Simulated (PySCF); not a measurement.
H₈N₂OSi₂, SMILES N[SiH2]O[SiH2]N at its PBE0/def2-SVP optimised geometry (Å):

```
13

Si    -1.0627    -1.5669     3.0351
N     -1.9712    -2.9036     3.6166
O     -0.9872    -1.4585     1.3796
Si    -0.4690    -0.6926     0.0000
N     -0.9763    -1.4423    -1.4596
H      0.3272    -1.7190     3.5559
H     -1.7162    -0.3298     3.5534
H     -2.9818    -2.9068     3.5370
H     -1.6003    -3.8439     3.5401
H     -1.0230     0.6926     0.0000
H      1.0230    -0.6926     0.0000
H     -1.9447    -1.3841    -1.7537
H     -0.5619    -2.3195    -1.7538
```

Calculation: PBE0/def2-TZVP (PySCF 2.14.0). Cells within 0.4 Å of a nucleus heavier than hydrogen are left out (blank, or x).

Map of the Laplacian of the electron density (e/bohr⁵), clipped to [-1.50, 1.50] on the plane z = 1.5 Å:

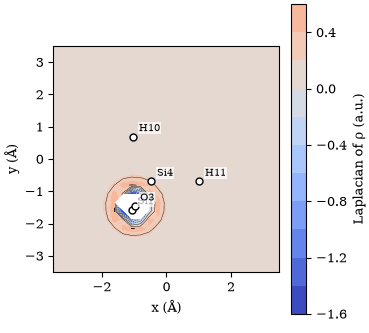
Figure: Laplacian of the electron density (e/bohr⁵), clipped to [-1.50, 1.50] on the plane z = 1.5 Å.
